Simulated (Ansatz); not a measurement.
CH₅BCl₂Si (SMILES BC[SiH](Cl)Cl)

Input file:

```
crystal:
  periodic: [false, false, false]
  atoms:
    - {symbol: C, position_ang: [-0.434715, 1.437194, 0.196927]}
    - {symbol: B, position_ang: [0.525368, 2.623818, -0.086585]}
    - {symbol: Cl, position_ang: [1.899445, -0.765876, 0.360472]}
    - {symbol: Cl, position_ang: [0.688082, 0.263495, -2.588569]}
    - {symbol: Si, position_ang: [0.207364, -0.113500, -0.616983]}
    - {symbol: H, position_ang: [-0.467362, 1.159751, 1.265596]}
    - {symbol: H, position_ang: [1.550588, 2.739904, 0.542669]}
    - {symbol: H, position_ang: [0.275590, 3.426212, -0.953786]}
    - {symbol: H, position_ang: [-1.456339, 1.578421, -0.192897]}
    - {symbol: H, position_ang: [-0.786367, -1.214841, -0.595414]}
basis:
  gaussian:
    orbitals: def2-TZVPD
hamiltonian:
  xc: pbe0
output: {forces: true, orbitals: {seedname: orbitals}}
```

Command:

```sh
ansatz run input.yaml --threads 2 --pin off --max-ram 4350MiB --events-out events.jsonl --progress --plain --runs-dir runs
```

Geometry: PBE0-D3(BJ)/def2-SVP.

Method: isolated molecule in a Gaussian basis; Kohn-Sham density functional theory, functional PBE0 (Ansatz 0.2.0).

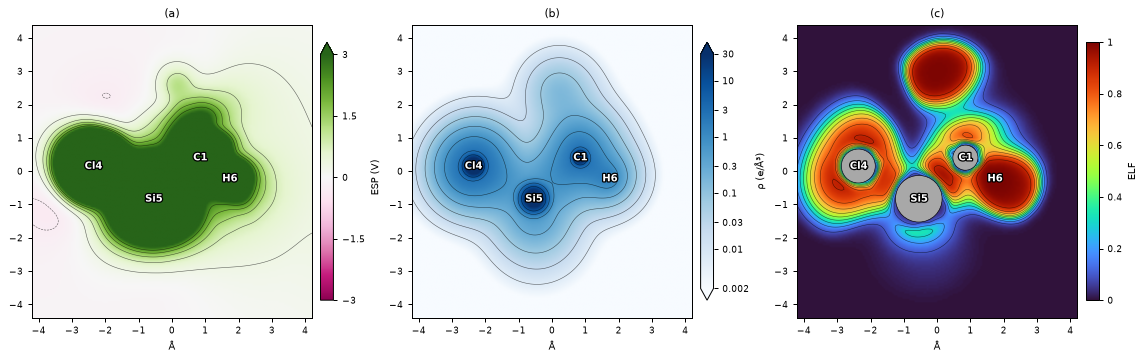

Figure 1. (a) electrostatic potential; (b) total electron density; (c) ELF on the plane of atoms C1, Si5 and Cl4. Grey discs cover the atomic cores in the ELF map.

**What does the map show?**

The plane passes through C, Cl, Si and H nuclei.
C–Si (1.87 Å): ρ at the midpoint is about 0.94 e/Å³; the ELF peaks at about 0.95 between the atoms; a shared electron pair.
Si–Cl (2.06 Å): ρ at the midpoint is about 0.9 e/Å³; the ELF peaks at about 0.85 between the atoms; a shared but strongly polarised pair.
C–H (1.10 Å): ρ at the midpoint is about 1.9 e/Å³; the ELF climbs to about 1 towards the hydrogen, as it does in any bond to H; an ordinary covalent bond to hydrogen.
The ELF also peaks beside Cl4, away from the bonds: lone-pair regions.
Outside the dense part of the molecule the potential is most negative (−0.3 V) near Cl4.

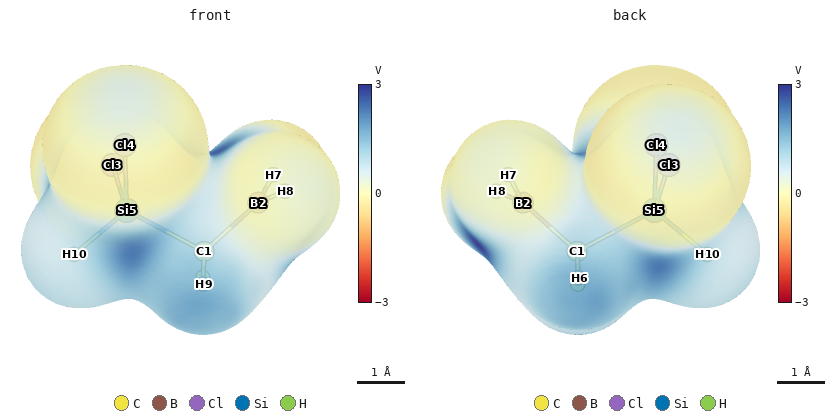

Figure 2. The electrostatic potential painted on the density surface at 0.004 e/bohr³, seen from the front and from behind; red is negative and blue positive.

**Which sites attract a positive test charge, and which a negative one?**

A positive charge is drawn to the negative regions and a negative charge to the positive ones. The most negative region (about −0.3 V) lies over Cl3 and Cl4, the most positive (about +2.6 V, or +60 kcal/mol for a unit charge) over B2. Cl3 shows a σ-hole: about +0.5 V, or +12 kcal/mol for a unit charge at the tip opposite its bond, against about −0.2 V on its flanks. Cl4 shows a σ-hole: about +0.5 V, or +12 kcal/mol for a unit charge at the tip opposite its bond, against about −0.1 V on its flanks.

**What dipole moment does the calculation give?**

Its dipole moment is 2.10 D.

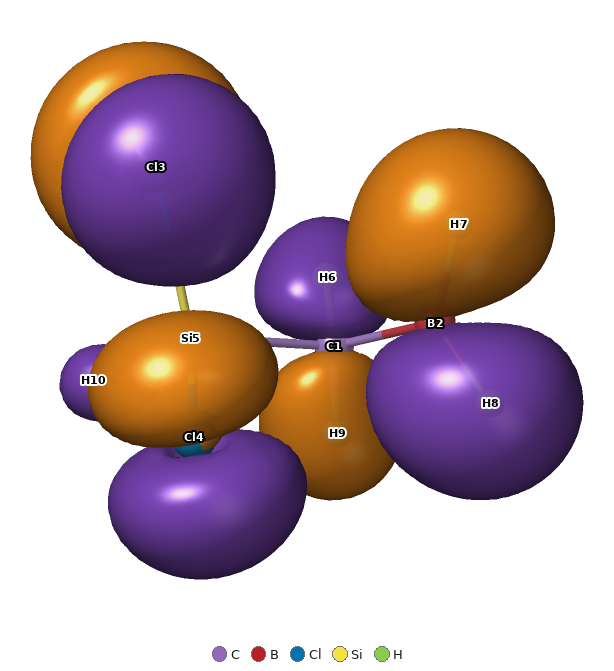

Figure 3. The HOMO−1 at ±0.06 Å⁻³ᐟ² (orange and purple are the two phases), seen from one side.

**Describe this orbital and give its energy.**

By Hirshfeld shares it lies mainly on Cl3 (about 35 %), Cl4 (about 15 %), B2 (about 15 %), H7 (about 10 %) and H8 (about 10 %). Its energy is −9.27 eV.
